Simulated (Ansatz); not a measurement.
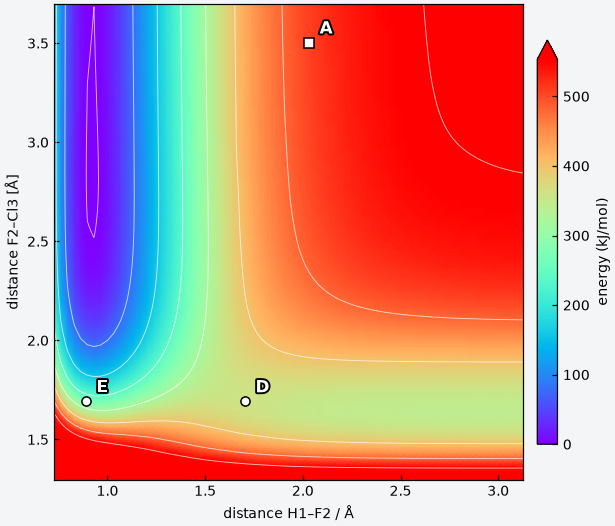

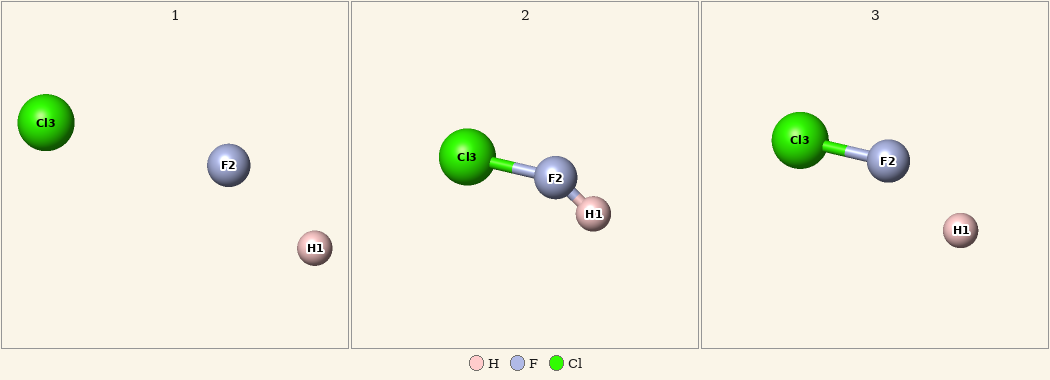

The system H + FCl, spin multiplicity 2. Coordinates scanned: (1) distance H1–F2; (2) distance F2–Cl3. Nothing is relaxed (the angle H1–F2–Cl3 is fixed at 140 degrees). Grid: 17 × 17 points. All energies are given in kJ/mol relative to the lowest grid point. In part of the range the unrestricted reference is strongly spin-contaminated. All numbers below come from UKS PBE0-D4/def2-SVPD in Ansatz 0.2.0.

The picture shows a smooth colour map with a few white contour lines, one colour for all values above the top of the scale, lettered points. Between grid points the surface is interpolated. The numbered pictures are the structures at these points, in random order.

Which structure belongs to which point?

A is structure 1: distance H1–F2 = 2.031 Å, distance F2–Cl3 = 3.503 Å, 507 kJ/mol; D is structure 3: distance H1–F2 = 1.703 Å, distance F2–Cl3 = 1.692 Å, 360 kJ/mol; E is structure 2: distance H1–F2 = 0.889 Å, distance F2–Cl3 = 1.692 Å, 279 kJ/mol.
